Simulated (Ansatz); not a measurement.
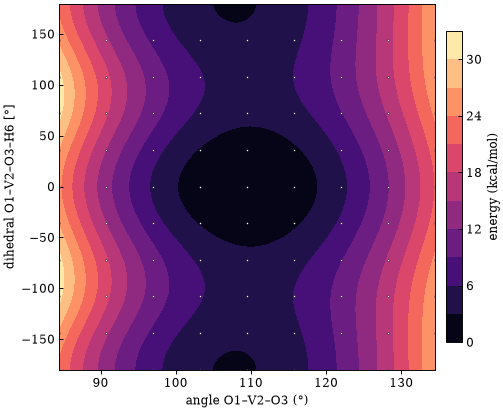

Energy landscape of F2HO2V, SMILES [O]=[V]([OH])([F])[F]. The first coordinate is: angle O1–V2–O3; the second: dihedral O1–V2–O3–H6. Nothing is relaxed (all other coordinates rigid). The grid has 9 × 10 points; 54 points were computed and 36 follow by symmetry. Points are written as (first, second). Energies are in kcal/mol, from the lowest grid point. Level of theory: Ansatz 0.2.0, RHF/def2-TZVP.

In the figure: filled contours, dots at the grid points. Between grid points the surface is interpolated. 

Summarise what can be read from the map.

Answer. The lowest grid point is at (109.5°, 0°). A higher local minimum lies near (109.5°, −180°) (2.8 kcal/mol above the lowest at that grid point). The highest grid point, (84.5°, −72°), lies 30.7 kcal/mol above the lowest. On the interpolated surface the easiest way out of the lowest well to the well at about (108°, −180°) passes a barrier of about 4.7 kcal/mol. Round the minimum the two coordinates are nearly uncoupled.

The input of one point:

```yaml
crystal:
  periodic: [false, false, false]
  atoms:
    - { symbol: O, position_ang: [-1.314438, -0.108012, 0.887602] }
    - { symbol: V, position_ang: [-0.303635, 0.182086, -0.184743] }
    - { symbol: O, position_ang: [1.210888, -0.517955, 0.247643] }
    - { symbol: F, position_ang: [-0.843309, -0.481893, -1.665846] }
    - { symbol: F, position_ang: [-0.128311, 1.875106, -0.354247] }
    - { symbol: H, position_ang: [1.420046, -1.012723, 1.022746] }
basis:
  gaussian: { orbitals: def2-TZVP }
hamiltonian:
  xc: hf
output:
  forces: true
```

The whole map (54 points run) took 8.7 min on 1 thread of Arm Neoverse V1 (shared host).
